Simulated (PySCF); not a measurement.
C4H7FO2Si (SMILES C#C[Si](F)(OC)OC)

The calculation's input:

```
{"job": {"kind": "nmr", "xc": "PBE0", "basis": "pcSseg-1"}, "charge": 0, "multiplicity": 1}
C     -1.341351     2.861320     0.578716
C     -0.773418     1.903949     0.128916
Si     0.011572     0.391029    -0.573433
F     -0.257183     0.398635    -2.171058
O      1.570676     0.538116    -0.238313
C      2.648204    -0.343596    -0.406087
O     -0.542961    -1.017549    -0.011373
C     -1.827553    -1.571557    -0.103826
H     -1.819054     3.712535     0.970545
H      3.510708     0.094459     0.096637
H      2.872535    -0.473245    -1.466640
H      2.424445    -1.316522     0.033220
H     -1.775809    -2.590201     0.281060
H     -2.171319    -1.587742    -1.139545
H     -2.533906    -0.991642     0.493615
```

Launched as:

```sh
OMP_NUM_THREADS=1 python probes_run.py task.json out
```

Geometry: GFN2-xTB.

Theory: PySCF, PBE0/pcSseg-1, SCF density, gas phase, non-relativistic.

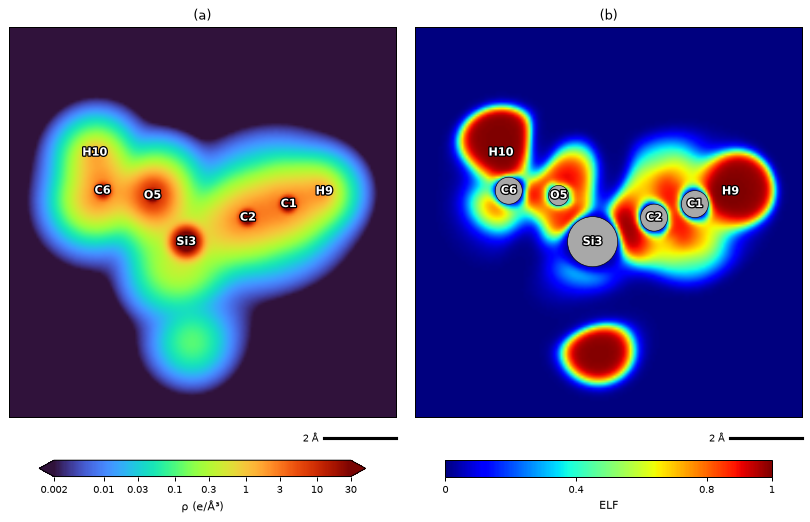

Figure 1. (a) electron density; (b) ELF on the plane of atoms C2, Si3 and O5. Grey discs cover the atomic cores in the ELF map.

Q: What do the fields say about this system?

A: The plane passes through C, Si, O and H nuclei. C–C (1.20 Å): ρ is about 2.8 e/Å³ halfway; the ELF peaks at about 0.85 between the atoms (a multiple bond). C–O (1.40 Å): ρ is about 2 e/Å³ halfway, with its minimum of 1.7 e/Å³ about 0.5 Å from C; the ELF peaks at about 0.90 between the atoms; a polar covalent bond. Si–O (1.60 Å): the density is about 1.2 e/Å³ at the midpoint; the ELF peaks at about 0.85 between the atoms: a polar covalent bond. C–Si (1.84 Å): ρ is about 0.97 e/Å³ halfway; the ELF peaks at about 1 between the atoms (a covalent bond). C–H (1.05 Å): ρ is about 2.1 e/Å³ halfway; the ELF climbs to about 1 towards the hydrogen, as it does in any bond to H (a covalent bond by its length). The ELF also peaks beside O5, away from the bonds: lone-pair regions.

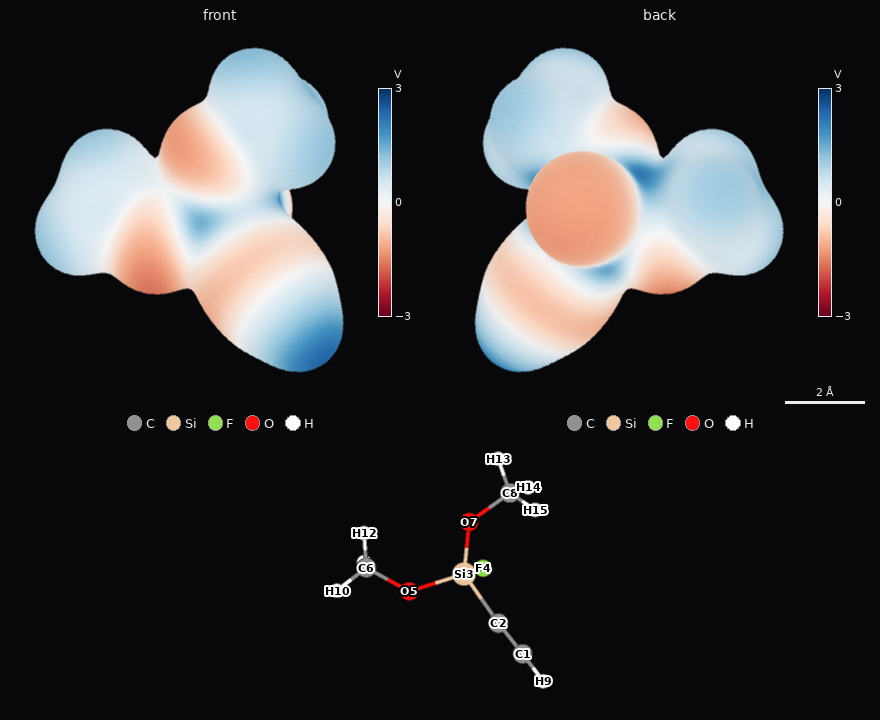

Figure 2. The electrostatic potential painted on the density surface at 0.004 e/bohr³, seen from the front and from behind; red is negative and blue positive. The bare structure is drawn below in the same view.

Q: Describe the electrostatic potential map.

A: The most negative region (about −1.5 V) lies over O5, the most positive (about +2.3 V) over Si3 and H9. O5 is the likeliest acceptor of a hydrogen bond.

Q: How polar is the molecule by this calculation?

A: Its dipole moment is 1.57 D.
